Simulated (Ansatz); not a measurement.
# C4H4O (SMILES c1ccoc1) at r2SCAN/def2-SVP

Aim: the electronic atomisation energy of C4H4O at r2SCAN/def2-SVP, from 4 runs. 

The results are computed with Ansatz 0.2.0.

40 further runs of the same task are left out: 40 set aside as unsound or not needed.

### 1 The system as given

C4H4O has 9 atoms, charge 0, and is taken as a singlet. As SMILES, `c1ccoc1`. The coordinates come from a PBE0-D4/def2-TZVP relaxation.

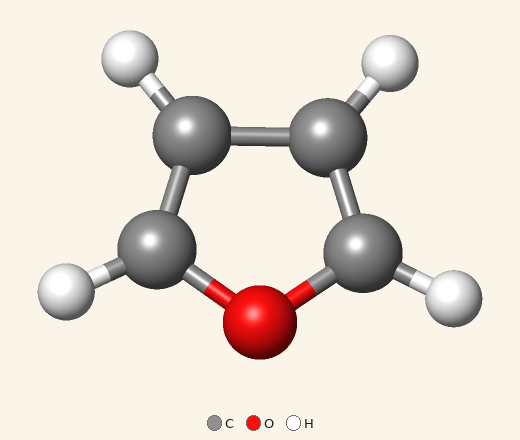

Viewed from a chosen angle; carbon grey, oxygen red, hydrogen white.

### 2 A single-point energy at r2SCAN/def2-SVP

Input file in.yaml:

```yaml
crystal:
  periodic: [false, false, false]
  atoms:
    - {symbol: C, position_ang: [0.281100, 0.977400, -0.084000]}
    - {symbol: C, position_ang: [0.817600, -0.248800, -0.579600]}
    - {symbol: C, position_ang: [-0.000500, -1.224800, -0.122600]}
    - {symbol: O, position_ang: [-1.001000, -0.697400, 0.616400]}
    - {symbol: C, position_ang: [-0.817300, 0.641100, 0.630900]}
    - {symbol: H, position_ang: [0.663600, 1.973100, -0.240900]}
    - {symbol: H, position_ang: [1.694300, -0.382300, -1.192800]}
    - {symbol: H, position_ang: [-0.006600, -2.296600, -0.230700]}
    - {symbol: H, position_ang: [-1.542600, 1.212000, 1.186300]}
basis:
  gaussian: {orbitals: def2-SVP}
hamiltonian: {xc: {name: r2SCAN}}
accuracy: high
output: {orbitals: {seedname: orbitals}}
```

Command:

```console
ansatz run in.yaml --threads 1 --pin off --max-ram 3480MiB --events-out events.jsonl --progress --plain --runs-dir runs
```

The program printed:

```text
Warning: RAYON_NUM_THREADS=1 ignored (pool sized by the plan → 1); use --threads N
Functional definition: r2SCAN
  name "r2SCAN"
  parameter k0 = 0.174
  parameter k1 = 0.065
  parameter a1 = 4.9479
  exchange = r2scan_x(k0 = k0, k1 = k1, a1 = a1)
  correlation = r2scan_c
2169 factors; integrals over basis functions are off by at most 3.3e-9 eV
mean field evaluation 1: about -6245.1883 eV, gradient 4.7e1 eV
mean field evaluation 2: about -6240.9689 eV, gradient 6.2e1 eV
mean field evaluation 4: about -6251.0239 eV, gradient 5.0e0 eV
mean field evaluation 8: about -6251.0770 eV, gradient 7.0e-1 eV
mean field evaluation 16: about -6251.0780 eV, gradient 1.1e-5 eV
mean field -6251.07803239 eV, -229.7228805576 hartree, gradient 3.4e-8 eV, S^2 0.000000; 0 other end points of the search recorded, 0 dependent functions left out
reference -6251.07803305 eV, -229.7228805817 hartree; 18, 18 occupied and 72, 72 virtual orbitals, 2169 factors
Total energy: -6251.07803305 eV, -229.7228805817 hartree
```

Wall time 13 s (1 thread of Arm Neoverse V2, shared host); peak memory 0.29 GiB.

### 3 The C atom at the same level

Input file molecule.yaml:

```yaml
basis:
  gaussian:
    orbitals: def2-SVP
crystal:
  periodic: [false, false, false]
  atoms:
    - symbol: C
      position_ang: [0.000000, 0.000000, 0.000000]
magnetization:
  spin_polarized: true
  initial_magnetization: 2
hamiltonian:
  xc: r2scan
accuracy: high
```

Command:

```console
ansatz run molecule.yaml --threads 1 --pin off --max-ram 3480MiB --events-out events.jsonl --progress --plain --runs-dir runs
```

The program printed:

```text
Warning: RAYON_NUM_THREADS=1 ignored (pool sized by the plan → 1); use --threads N
[... 7 set-up lines as earlier in the session ...]
95 factors; integrals over basis functions are off by at most 1.9e-9 eV
mean field evaluation 1: about -1028.1422 eV, gradient 4.3e0 eV
mean field evaluation 2: about -1028.2355 eV, gradient 1.3e0 eV
mean field evaluation 4: about -1028.2488 eV, gradient 4.2e-3 eV
mean field evaluation 8: about -1028.2472 eV, gradient 1.0e-3 eV
mean field evaluation 16: about -1028.0518 eV, gradient 6.0e0 eV
mean field evaluation 32: about -1028.2472 eV, gradient 2.2e-8 eV
mean field -1028.24724942 eV, -37.7873894452 hartree, gradient 8.4e-8 eV, S^2 2.004535; 2 other end points of the search recorded, 0 dependent functions left out
reference -1028.24725023 eV, -37.7873894750 hartree; 4, 2 occupied and 10, 12 virtual orbitals, 95 factors
Total energy: -1028.24725023 eV, -37.7873894750 hartree
```

Run time: 1.5 s. Hardware: 1 thread of Arm Neoverse V2, shared host; peak memory 0.091 GiB.

### 4 The H atom at the same level

Input file input.yaml:

```yaml
crystal:
  periodic: [false, false, false]
  atoms:
    - {symbol: H, position_ang: [0.000000, 0.000000, 0.000000]}
basis:
  gaussian:
    orbitals: def2-SVP
magnetization:
  spin_polarized: true
  initial_magnetization: 1
hamiltonian:
  xc: {name: r2SCAN}
accuracy: high
```

Run the same way, it converges to -0.49921 Eh (log not shown).

### 5 The O atom, same level

Input file in.yaml:

```yaml
crystal:
  periodic: [false, false, false]
  atoms:
    - {symbol: O, position_ang: [0.000000, 0.000000, 0.000000]}
basis:
  gaussian:
    orbitals: def2-SVP
magnetization:
  spin_polarized: true
  initial_magnetization: 2
hamiltonian:
  xc: r2scan
accuracy: high
```

Run the same way, it converges to -74.96359 Eh (log not shown).

### 6 Outcome

Level: r2SCAN/def2-SVP.

| quantity | value |
| --- | --- |
| molecule: total energy | -229.72288 Eh |
| molecule: HOMO energy | -5.79 eV |
| molecule: LUMO energy | -0.36 eV |
| molecule: HOMO–LUMO gap | 5.43 eV |
| C atom: total energy | -37.78739 Eh |
| C atom: ⟨S²⟩ | 2.005 |
| H atom: total energy | -0.49921 Eh |
| H atom: ⟨S²⟩ | 0.750 |
| O atom: total energy | -74.96359 Eh |
| O atom: ⟨S²⟩ | 2.003 |
| electronic atomisation energy | 43.889 eV |

What this shows: Taking the molecule apart into free atoms costs 43.89 eV (4235 kJ/mol), before zero-point energy and without spin-orbit coupling.
